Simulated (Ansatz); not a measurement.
**SiTe2 monolayer (1T) under uniaxial strain along the armchair direction, normal to a, with the width clamped**

Wanted: the shifts of the zone-centre modes of SiTe2 monolayer (1T) with strain.

Program: Ansatz 0.2.0. Level of theory: DFT PBEsol, scalar-relativistic, plane waves, PAW; PAW set soft_1. Results are calculated unless marked as measured.

### 1. Set-up

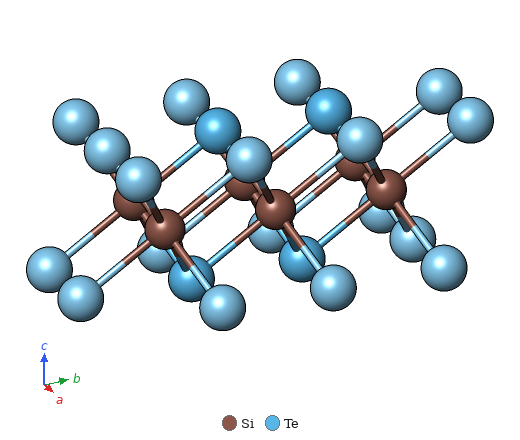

The starting structure, seen slightly off an axis (silicon brown, tellurium blue). 1×2×1 cells are drawn. Some periodic images of atoms are drawn too.

The cell holds 3 atoms: 1 Si and 2 Te. Cell: a = 3.680 Å, b = 3.680 Å, c = 30.424 Å, α = 90.0°, β = 90.0°, γ = 120.0°. Vacuum lies along c. The height across the vacuum is the one that the program set for its solve, not the one typed.

Structure file:

```cif
data_structure
_symmetry_space_group_name_H-M 'P 1'
_symmetry_Int_Tables_number 1
_cell_length_a 3.6800
_cell_length_b 3.6800
_cell_length_c 30.4240
_cell_angle_alpha 90.000
_cell_angle_beta 90.000
_cell_angle_gamma 120.000
_cell_volume 356.81
loop_
_atom_site_label
_atom_site_type_symbol
_atom_site_fract_x
_atom_site_fract_y
_atom_site_fract_z
_atom_site_occupancy
Si1 Si 0.00000 0.00000 0.32869 1
Te2 Te 0.33333 0.66667 0.38312 1
Te3 Te 0.66667 0.33333 0.27426 1
```

### 2. Relaxation

The cell and atoms are relaxed, since residual forces and stress would shift the frequencies. The program lengthens the typed cell of 20.0 Å along the normal to 30.4 Å, as its cut-off of the electrostatics needs, and moves no atom.

input.yaml reads:

```yaml
crystal:
  lattice:
    - [3.68, 0.0, 0.0]
    - [-1.84, 3.18697, 0.0]
    - [0.0, 0.0, 20.0]
  atoms:
    - { symbol: Si, position: [0.0, 0.0, 0.5] }
    - { symbol: Te, position: [0.333333, 0.666667, 0.5828] }
    - { symbol: Te, position: [0.666667, 0.333333, 0.4172] }
  periodic: [true, true, false]
kpoints:
  mp_grid: { grid: [15, 15, 1] }
hamiltonian:
  xc: pbesol
  pseudopotentials: { kind: paw, azcp: { folder: soft_1 }, xc_functional: pbe }
scf:
  occupations: { method: gaussian, width: 0.1 }
output:
  forces: true
  stress: true
  eigenvalues: true
  write_density: true
  write_potential: true
  elf: true
  volumetric_format: npy
relax:
  adjacent_minimum: "off"
  f_tol: 0.005
  max_steps: 80
  cell: { stress_2d_tol: 0.02 }
```

Command:

```sh
$ ansatz run input.yaml --threads 8 --pin off --max-ram 16384MiB --backend cpu --events-out ev --progress --plain --runs-dir out
```

Numbers of over 12 decimals in the logs are rounded to 6 here.

The log of the run:

```text
Warning: crystal.periodic: the lattice vector that does not repeat stood 0.000° off the slab's normal, 20.000 Å along it as the deck builds it. The run solves the slab on a vector along the normal, 30.424 Å long, with every atom where it was (on the deck's vector they left 16.69 Å outside them, and the widest stretch free of ions among them is 1.66 Å). A fractional position that the run reports is one of the run's ce [...]
Warning: the atoms were moved onto the symmetric positions of the space group found under crystal.symmetry.tolerance 1.0e-5 (fractional; no operation is sought that the atoms, as they stand in a round, miss by more than twice it, and no atom is moved by as much as it), and the run uses the moved positions. Before a round's move an operation carried an atom to 3.68e-6 Å from where it should land, the largest such dist [...]
crystal.periodic: the lattice vector that does not repeat stood 0.000° off the slab's normal, 20.000 Å along it as the deck builds it. The run solves the slab on a vector along the normal, 30.424 Å long, with every atom where it was (on the deck's vector they left 16.69 Å outside them, and the widest stretch free of ions among them is 1.66 Å). A fractional position that the run reports is one of the run's cell, which [...]
Engine: ansatz 0.2.0, aarch64-unknown-linux-gnu
Pseudopotentials: kind: paw
Pseudopotential: Si, paw, valence charge 4, recommended cutoff 420 eV (normal), soft_1/Si.paw.azcp
Pseudopotential: Te, paw, valence charge 16, recommended cutoff 420 eV (normal), soft_1/Te.paw.azcp
Functional definition: PBEsol
  exchange = pbesol_x
  correlation = pbesol_c
Crystal: 3 atoms, lattice volume = 356.814 Å³
Basis set: ecut = 420 eV, 6989 PW (Γ), exchange–correlation on 50×50×432 points (8 copies of the dense FFT grid, shifted against one another)
Bands: 22, of which v1, the nominal top of the filled ones, is band 18 counted from 1 (17 counted from 0)
Symmetry: 12 space group operations
Space group: P-3m1 (ITA 164), of the structure as read, at distance tolerance 7.1e-5 Å
k-points: 27 of 225
Non-local potential: Si, projectors of the file, l = 0: 2, l = 1: 2, l = 2: 1
Non-local potential: Te, projectors of the file, l = 0: 2, l = 1: 2, l = 2: 2, l = 3: 1
PAW form: soft (Blöchl's): semilocal exchange-correlation on the pseudo side does not see the compensation charge
PAW frozen core: Si, regenerated for the run's functional, and the local potential with it (the file was generated under x = pbe(κ = 0.804, μ = 0.219515), c = pbe(β = 0.066725))
PAW frozen core: Te, regenerated for the run's functional, and the local potential with it (the file was generated under x = pbe(κ = 0.804, μ = 0.219515), c = pbe(β = 0.066725))
PAW one-centre angular grid: Si, 110 points (default); XC on 64 Gauss nodes
PAW one-centre angular grid: Te, 590 points (default); XC on 64 Gauss nodes
Initial density: superposition of atomic densities (neutral atoms: chi_scale 0, normalization atom)
Initial wavefunctions: pseudopotential atomic-orbital guess
Functional: x = pbesol(κ = 0.804, μ = 0.123457), c = pbesol(β = 0.046)
iter 1 solved again at ethr=1.94e-3 eV; its pass at ethr=3.10e-3 eV (dr2=6.97e-1 eV) is discarded
SCF iter   1: F=—  HF=-14424.688098 eV  |F-HF|=—  |Δ(HF+E_count)|=         —  Δρ=9.90e-3  dr2=7.17e-1  ethr=1.94e-3  ⟨swp⟩=1.6  Hψ=6248  notcnv=0
preconditioner: auto → LDOS  [metal: Δε(μ)=0.061 eV  Ē_g=8.633 eV  σ=0.100 eV  W_gap=0.31  n_scr=18 (ndim 8)  ℏωp=7.9 eV  f_vac=0.743  D(μ)=1.44/eV (n_scr^D=8)  β→1.0]
SCF iter   2: F=—  HF=-14424.604989 eV  |F-HF|=—  |Δ(HF+E_count)|=   8.31e-2  Δρ=4.68e-3  dr2=3.20e-1  ethr=1.94e-3  ⟨swp⟩=5.9  Hψ=1922  notcnv=0
SCF iter   3: F=—  HF=-14424.549956 eV  |F-HF|=—  |Δ(HF+E_count)|=   5.50e-2  Δρ=1.78e-3  dr2=2.66e-2  ethr=8.88e-4  ⟨swp⟩=5.2  Hψ=1865  notcnv=0
SCF iter   4: F=—  HF=-14424.544354 eV  |F-HF|=—  |Δ(HF+E_count)|=   5.60e-3  Δρ=2.74e-4  dr2=6.35e-4  ethr=7.38e-5  ⟨swp⟩=3.7  Hψ=1318  notcnv=0
SCF iter   5: F=—  HF=-14424.544288 eV  |F-HF|=—  |Δ(HF+E_count)|=   6.59e-5  Δρ=6.79e-5  dr2=2.67e-5  ethr=1.76e-6  ⟨swp⟩=3.9  Hψ=1352  notcnv=0
SCF iter   6: F=—  HF=-14424.544326 eV  |F-HF|=—  |Δ(HF+E_count)|=   3.84e-5  Δρ=1.35e-5  dr2=4.17e-7  ethr=7.41e-8  ⟨swp⟩=3.3  Hψ=1340  notcnv=0
SCF iter   7: F=-14424.544327 eV  HF=-14424.544327 eV  |F-HF|=4.23e-8  |Δ(HF+E_count)|=   7.18e-7  Δρ=2.76e-6  dr2=2.98e-8  ethr=2.78e-10  ⟨swp⟩=23.7  Hψ=7234  notcnv=0
SCF 1 converged in 7 iterations: F = -14424.544327 eV  dr2 = 2.98e-8
  greatest PAW one-centre occupation: 0.998 electrons in one spin orbital (limit 2), on the Te atom at site 2 (counted from 0), in its partial waves of l = 2
relax step   1: F+E_penalty+E_count = -14424.54432703 eV  Δ(F+E_penalty+E_count) = +0.000e0 eV  max|allowed force component| = 2.488e-1 eV/Å  Δτ_max = 0.0000 Å  P = +1.380 N/m  Ω = 356.814 Å³  fix = [c, alpha, beta]  reactions: c +0.000 N/m  (7 SCF iters, dr2 threshold 1.00e-7 eV, accepted)
Crystal: 3 atoms, lattice volume = 375.747 Å³
Basis set: ecut = 420 eV, 7361 PW (Γ), exchange–correlation on 50×50×432 points (8 copies of the dense FFT grid, shifted against one another)
Initial density: handed on by an earlier stage of this run
Initial wavefunctions: those handed on with the density
iter 1 solved again at ethr=9.32e-5 eV; its pass at ethr=3.10e-3 eV (dr2=3.35e-2 eV) is discarded
SCF iter   1: F=—  HF=-14424.503847 eV  |F-HF|=—  |Δ(HF+E_count)|=         —  Δρ=2.36e-3  dr2=3.39e-2  ethr=9.32e-5  ⟨swp⟩=2.9  Hψ=5353  notcnv=0
preconditioner: auto → LDOS  [metal: Δε(μ)=0.036 eV  Ē_g=8.652 eV  σ=0.100 eV  W_gap=0.19  n_scr=16 (ndim 8)  ℏωp=7.7 eV  f_vac=0.758  D(μ)=1.49/eV (n_scr^D=8)  β→1.0]
SCF iter   2: F=—  HF=-14424.496531 eV  |F-HF|=—  |Δ(HF+E_count)|=   7.32e-3  Δρ=1.25e-3  dr2=1.53e-2  ethr=9.32e-5  ⟨swp⟩=4.0  Hψ=1690  notcnv=0
SCF iter   3: F=—  HF=-14424.493481 eV  |F-HF|=—  |Δ(HF+E_count)|=   3.05e-3  Δρ=3.80e-4  dr2=1.01e-3  ethr=4.26e-5  ⟨swp⟩=3.4  Hψ=1305  notcnv=0
SCF iter   4: F=—  HF=-14424.493261 eV  |F-HF|=—  |Δ(HF+E_count)|=   2.19e-4  Δρ=6.32e-5  dr2=1.96e-5  ethr=2.81e-6  ⟨swp⟩=3.2  Hψ=1258  notcnv=0
SCF iter   5: F=—  HF=-14424.493324 eV  |F-HF|=—  |Δ(HF+E_count)|=   6.29e-5  Δρ=1.78e-5  dr2=1.71e-6  ethr=5.44e-8  ⟨swp⟩=3.3  Hψ=1307  notcnv=0
SCF iter   6: F=-14424.493325 eV  HF=-14424.493325 eV  |F-HF|=4.22e-8  |Δ(HF+E_count)|=   8.71e-7  Δρ=5.37e-6  dr2=1.30e-7  ethr=8.33e-10  ⟨swp⟩=23.3  Hψ=7167  notcnv=0
the search or the solves at the SCF's close seem to have found levels that the self-consistency loop had missed (the run counts 1). By its estimate they hold under 1e-12 electrons; where the run keeps them, the occupations were computed again with them
SCF 2 converged in 6 iterations: F = -14424.493325 eV  dr2 = 1.30e-7
relax step   2: F+E_penalty+E_count = -14424.49332499 eV  Δ(F+E_penalty+E_count) = +5.100e-2 eV  max|allowed force component| = 8.742e-1 eV/Å  Δτ_max = 0.1294 Å  P = +0.243 N/m  Ω = 375.747 Å³  energy of the carried Pulay correction = -7.262e-4 eV  fix = [c, alpha, beta]  (6 SCF iters, dr2 threshold 3.00e-7 eV, rejected (line search))
Crystal: 3 atoms, lattice volume = 366.010 Å³
Basis set: ecut = 420 eV, 7169 PW (Γ), exchange–correlation on 50×50×432 points (8 copies of the dense FFT grid, shifted against one another)
iter 1 solved again at ethr=3.62e-5 eV; its pass at ethr=3.10e-3 eV (dr2=1.30e-2 eV) is discarded
SCF iter   1: F=—  HF=-14424.573023 eV  |F-HF|=—  |Δ(HF+E_count)|=         —  Δρ=1.66e-3  dr2=1.49e-2  ethr=3.62e-5  ⟨swp⟩=3.2  Hψ=5182  notcnv=0
preconditioner: auto → LDOS  [metal: Δε(μ)=0.094 eV  Ē_g=8.578 eV  σ=0.100 eV  W_gap=0.43  n_scr=16 (ndim 8)  ℏωp=7.8 eV  f_vac=0.750  D(μ)=1.62/eV (n_scr^D=8)  β→1.0]
SCF iter   2: F=—  HF=-14424.569869 eV  |F-HF|=—  |Δ(HF+E_count)|=   3.15e-3  Δρ=9.14e-4  dr2=6.58e-3  ethr=3.62e-5  ⟨swp⟩=3.0  Hψ=1347  notcnv=0
SCF iter   3: F=—  HF=-14424.568612 eV  |F-HF|=—  |Δ(HF+E_count)|=   1.26e-3  Δρ=2.56e-4  dr2=4.99e-4  ethr=1.83e-5  ⟨swp⟩=3.5  Hψ=1375  notcnv=0
SCF iter   4: F=—  HF=-14424.568525 eV  |F-HF|=—  |Δ(HF+E_count)|=   8.70e-5  Δρ=4.36e-5  dr2=1.02e-5  ethr=1.39e-6  ⟨swp⟩=3.6  Hψ=1320  notcnv=0
SCF iter   5: F=—  HF=-14424.568529 eV  |F-HF|=—  |Δ(HF+E_count)|=   4.25e-6  Δρ=1.01e-5  dr2=5.11e-7  ethr=2.84e-8  ⟨swp⟩=3.5  Hψ=1359  notcnv=0
SCF iter   6: F=—  HF=-14424.568573 eV  |F-HF|=—  |Δ(HF+E_count)|=   4.37e-5  Δρ=2.90e-6  dr2=3.63e-8  ethr=1.42e-9  ⟨swp⟩=3.5  Hψ=1396  notcnv=0
SCF iter   7: F=—  HF=-14424.568573 eV  |F-HF|=—  |Δ(HF+E_count)|=   1.75e-8  Δρ=3.82e-7  dr2=3.09e-10  ethr=1.01e-10  ⟨swp⟩=3.0  Hψ=1249  notcnv=0
SCF iter   8: F=—  HF=-14424.568573 eV  |F-HF|=—  |Δ(HF+E_count)|=   1.47e-8  Δρ=9.67e-8  dr2=4.47e-11  ethr=1.00e-12  ⟨swp⟩=4.1  Hψ=1472  notcnv=0
SCF iter   9: F=-14424.568573 eV  HF=-14424.568573 eV  |F-HF|=5.09e-11  |Δ(HF+E_count)|=   1.72e-9  Δρ=9.58e-9  dr2=4.39e-13  ethr=1.00e-12  ⟨swp⟩=12.9  Hψ=4803  notcnv=0
SCF 3 converged in 9 iterations: F = -14424.568573 eV  dr2 = 4.39e-13
relax step   3: F+E_penalty+E_count = -14424.56857313 eV  Δ(F+E_penalty+E_count) = -2.425e-2 eV  max|allowed force component| = 6.705e-2 eV/Å  Δτ_max = 0.0428 Å  P = +0.418 N/m  Ω = 366.010 Å³  energy of the carried Pulay correction = -3.605e-4 eV  fix = [c, alpha, beta]  reactions: c +0.000 N/m  (9 SCF iters, accepted)
[...]
relax step   4: F+E_penalty+E_count = -14424.56949183 eV  Δ(F+E_penalty+E_count) = -9.187e-4 eV  max|allowed force component| = 3.988e-2 eV/Å  Δτ_max = 0.0009 Å  P = +0.192 N/m  Ω = 367.421 Å³  energy of the carried Pulay correction = -4.145e-4 eV  fix = [c, alpha, beta]  reactions: c +0.000 N/m  (4 SCF iters, dr2 threshold 2.81e-7 eV, accepted)
[...]
relax step   5: F+E_penalty+E_count = -14424.56976648 eV  Δ(F+E_penalty+E_count) = -2.746e-4 eV  max|allowed force component| = 4.787e-4 eV/Å  Δτ_max = 0.0026 Å  P = +0.011 N/m  Ω = 368.423 Å³  energy of the carried Pulay correction = -4.526e-4 eV  fix = [c, alpha, beta]  reactions: c +0.000 N/m  (4 SCF iters, dr2 threshold 9.94e-8 eV, accepted)
Initial wavefunctions: pseudopotential atomic-orbital guess (no wavefunctions were taken with the density)
iter 1 solved again at ethr=7.90e-7 eV; its pass at ethr=3.10e-3 eV (dr2=2.84e-4 eV) is discarded
SCF iter   1: F=—  HF=-14424.569810 eV  |F-HF|=—  |Δ(HF+E_count)|=         —  Δρ=3.30e-5  dr2=3.19e-7  ethr=7.90e-7  ⟨swp⟩=5.4  Hψ=7286  notcnv=0
eigensolver tolerance schedule: the retry pair's looser diagonalisation over-reported the residual by 889.84 of it (diagonalisation noise at 0.29 of the residual, at the tolerance the schedule requests for it); recorded, not acted on — ethr = c·dr2/N_el stays at c = 1.0e-1
SCF iter   2: F=—  HF=-14424.570209 eV  |F-HF|=—  |Δ(HF+E_count)|=   3.99e-4  Δρ=5.44e-6  dr2=9.25e-8  ethr=8.87e-10  ⟨swp⟩=5.6  Hψ=2036  notcnv=0
SCF iter   3: F=—  HF=-14424.570206 eV  |F-HF|=—  |Δ(HF+E_count)|=   3.02e-6  Δρ=1.48e-6  dr2=3.07e-9  ethr=2.57e-10  ⟨swp⟩=2.9  Hψ=1172  notcnv=0
SCF iter   4: F=—  HF=-14424.570209 eV  |F-HF|=—  |Δ(HF+E_count)|=   2.86e-6  Δρ=2.83e-7  dr2=5.04e-10  ethr=8.52e-12  ⟨swp⟩=3.7  Hψ=1350  notcnv=0
SCF iter   5: F=—  HF=-14424.570209 eV  |F-HF|=—  |Δ(HF+E_count)|=   8.74e-8  Δρ=6.43e-8  dr2=1.40e-11  ethr=1.40e-12  ⟨swp⟩=4.0  Hψ=1616  notcnv=0
SCF iter   6: F=-14424.570209 eV  HF=-14424.570209 eV  |F-HF|=1.58e-10  |Δ(HF+E_count)|=   1.70e-8  Δρ=1.27e-8  dr2=7.83e-13  ethr=1.00e-12  ⟨swp⟩=15.1  Hψ=4277  notcnv=0
SCF 6 converged in 6 iterations: F = -14424.570209 eV  dr2 = 7.83e-13
relax step   6: F+E_penalty+E_count = -14424.57020870 eV  Δ(F+E_penalty+E_count) = -4.422e-4 eV  max|allowed force component| = 3.563e-4 eV/Å  Δτ_max = 0.0000 Å  P = +0.009 N/m  Ω = 368.423 Å³  fix = [c, alpha, beta]  reactions: c +0.000 N/m  stress off target by 9.00e-3 N/m on what of the cell is left free  SCF on the basis re-selected at this cell (its energy is not comparable with the rows above)  (6 SCF iters)
basis re-selected at this cell: Δ(F+E_penalty+E_count) = -4.422e-4 eV, ΔP = -0.002 N/m vs the last step (what re-selecting the basis moved, of the pressure what is left beyond the Pulay correction that the steps carried, after the strain that the cell walked since its last selection, with what the two solves' SCF thresholds leave and, on support functions, any second-order correction that the steps lacked; it is no m [...]
SCF converged after 6 iterations
Free energy (F): -14424.570209 eV
Harris-Foulkes:  -14424.570209 eV  (|F-HF|=1.58e-10)
Internal energy: -14424.562152 eV  (E = F + TS)
E sigma→0 (E₀):  -14424.566180 eV
Entropy (-TS):   -0.008057 eV (-2.686 meV/atom)
Fermi energy:    -4.865955 eV
--- Per-component energies (eV) ---
  E_band       = -991.289499
  E_kinetic    = 387.288348
  E_local      = -58975.977862  (includes V_loc(G=0)·N_el)
  E_nonlocal   = 158.105120
  E_hartree    = 29242.631542
  E_xc         = -299.459990
  E_vxc        = -252.245135  (∫ρ·V_xc dr)
  E_paw        = -9684.420765  (= ΣΔE_a)
  E_vpaw       = -793.723334  (= ΣTr[D̂ρ^β])
  E_aug_tail   = 0.000212  (compensation charges beyond the density's cutoff)
  E_ewald      = 24746.490061
  E_core_change = 0.781183  (= ΣΔE_core)
  E_smearing   = -0.008057  (= −TS)
  E_closure    = -0.000000  (closes the sum)
  Σ components = -14424.570209   (vs F -14424.570209, Δ=0.00e0)
--- Forces (eV/Å), atoms counted from 1 ---
  atom   1  Si    -0.00000000     0.00000000     0.00000000
  atom   2  Te    -0.00000000     0.00000000     0.00035628
  atom   3  Te     0.00000000    -0.00000000    -0.00035628
  max |Σ_I F_I| component: 4.63e-18 eV/Å
--- 2D stress c σ (N/m, compression-positive) ---
        0.009002      -0.000000      -0.000000
       -0.000000       0.009002      -0.000000
       -0.000000      -0.000000       0.000000
  P = ½ c Tr σ = 0.0090 N/m
--- Band table (eV; the first three rows and the last of 27) ---
  k-point 0: bands = [... 14 lower, -5.3587, -5.3587, -4.7722, -4.7722, -3.3421, -1.6579, -1.4909, -1.4909]
  k-point 1: bands = [... 14 lower, -6.0544, -5.6367, -5.0898, -4.6319, -2.9246, -1.7233 (-1.7233°), -1.4203, -1.2232]
  k-point 2: bands = [... 14 lower, -6.7518, -6.1092, -5.8745, -4.5618, -2.8143, -1.7508, -1.1865, -0.5985]
  k-point 26: bands = [... 14 lower, -9.4742, -9.3125, -6.3451, -6.3451, -4.2473, -0.7969, -0.7969, -0.2354]
  ° read free of the cell's end (the report's vacuum.weakly_bound_levels)
--- Relaxed structure (5 steps of the walk, 4 accepted, 1 SCFs on fresh bases) ---
  F+E_penalty+E_count = -14424.57020870 eV   max|allowed force component| = 3.563e-4 eV/Å   (the final SCF, on the basis selected at the relaxed cell)
  cell:  # Å, volume = 368.4231 Å³
    - [3.739383, 0.0, 0]
    - [-1.869692, 3.238401, 0]
    - [0, 0, 30.424]
  atoms:
    - { symbol: Si, position: [0, 0, 0.328688] }
    - { symbol: Te, position: [0.333333, 0.666667, 0.381825] }
    - { symbol: Te, position: [0.666667, 0.333333, 0.275550] }
```

It took 12 s on 8 threads of Arm Neoverse V2, shared host; peak memory 0.93 GiB.

The steps of the relaxation:

| step | energy less that of the first step (eV) | largest force component (eV/Å) | volume (Å³) |
| --- | --- | --- | --- |
| 1 | 0.0000 | 0.2488 | 356.81 |
| 2 | 0.0510 | 0.8742 | 375.75 |
| 3 | -0.0242 | 0.0670 | 366.01 |
| 4 | -0.0252 | 0.0399 | 367.42 |
| 5 | -0.0254 | 0.0005 | 368.42 |
| 6* | -0.0259 | 0.0004 | 368.42 |

Relaxation steps marked * repeat the geometry before them on a plane-wave basis chosen anew for their cell, so energy and pressure can jump there. Relaxation step 2 was tried and not accepted.

Forces are held to the 12 operations that the run works with; a distortion that breaks them can't arise in this run.

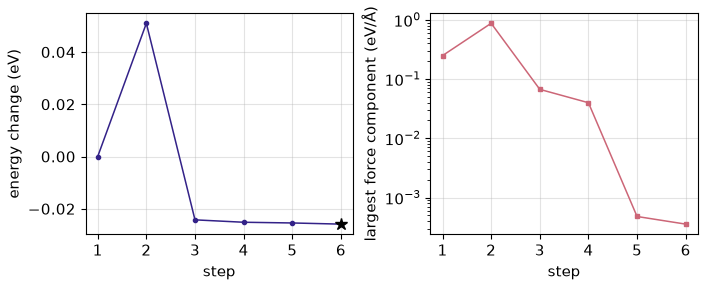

Energy and largest force along the relaxation. Stars mark steps on a basis chosen anew.

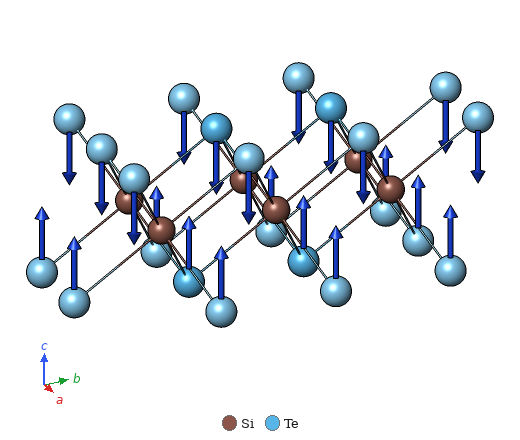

Displacements in the relaxation, exaggerated, measured against the changing cell; the longest in the cell stands for 0.04 Å. 1×2×1 cells are drawn. Some periodic images of atoms are drawn too.

| cell as run | before | after | change |
| --- | --- | --- | --- |
| a (Å) | 3.680 | 3.739 | +1.6 % |
| b (Å) | 3.680 | 3.739 | +1.6 % |

The atoms that moved most (Å, along periodic axes as changes of fractional coordinates times the final cell, across vacuum about the mean position):

| atom | dx | dy | dz | length |
| --- | --- | --- | --- | --- |
| Te3 | 0.000 | 0.000 | 0.039 | 0.039 |
| Te2 | 0.000 | 0.000 | -0.039 | 0.039 |

Final coordinates:

```cif
data_structure
_symmetry_space_group_name_H-M 'P 1'
_symmetry_Int_Tables_number 1
_cell_length_a 3.7394
_cell_length_b 3.7394
_cell_length_c 30.4240
_cell_angle_alpha 90.000
_cell_angle_beta 90.000
_cell_angle_gamma 120.000
_cell_volume 368.42
loop_
_atom_site_label
_atom_site_type_symbol
_atom_site_fract_x
_atom_site_fract_y
_atom_site_fract_z
_atom_site_occupancy
Si1 Si 0.00000 0.00000 0.32869 1
Te2 Te 0.33333 0.66667 0.38183 1
Te3 Te 0.66667 0.33333 0.27555 1
```

This step gave:

```yaml
gap_on_the_k_mesh: 0 eV
area_per_atom: 4.037 Å²
```

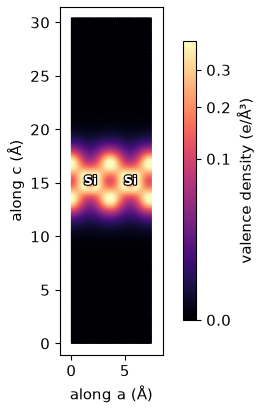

Valence density in the ac plane at fractional y = 0.000, with atoms of Si within 0.2 Å of it. It is the smooth field of the valence electrons, not physical close to the nuclei. The map starts off the cell's origin, so that atoms lie inside it. The colour scale is stretched toward low values.

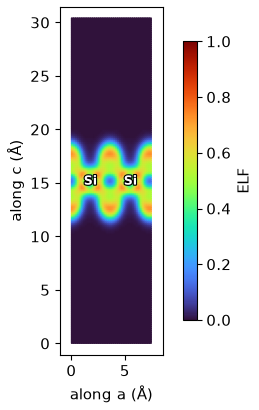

ELF in the ac plane at fractional y = 0.000, with atoms of Si within 0.2 Å of it. It is the smooth field of the valence electrons, not physical close to the nuclei. The map starts off the cell's origin, so that atoms lie inside it.

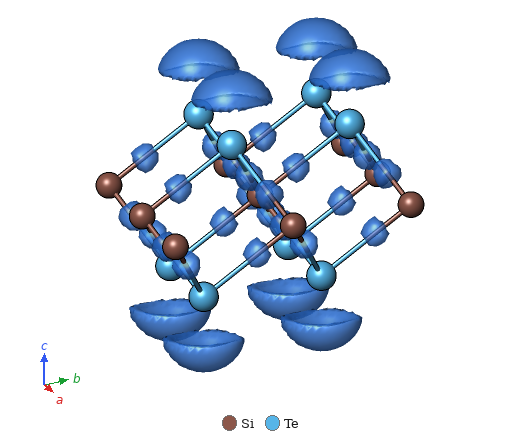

Surface of ELF = 0.75. 2×2×1 cells are drawn.

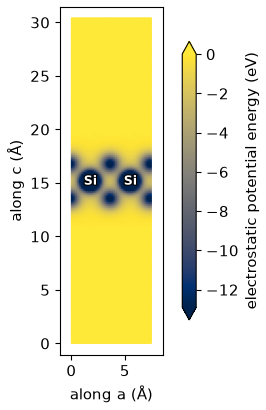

Electrostatic potential energy in the ac plane at fractional y = 0.000, with atoms of Si within 0.2 Å of it. With pseudopotentials it is smooth inside the atoms' cores, unlike the true potential. The map starts off the cell's origin, so that atoms lie inside it.

(Part 1 of 3 ends here.)

[Logs are printed without paths, hosts, clocks, repeated set-up lines and the standing remarks that a program may print on its own settings, such as how far it seeks lower states.]

[Hosts, paths, dates, database ids (printed as entryN), source tags and the programs' standing remarks are cut or masked in the printed files.]
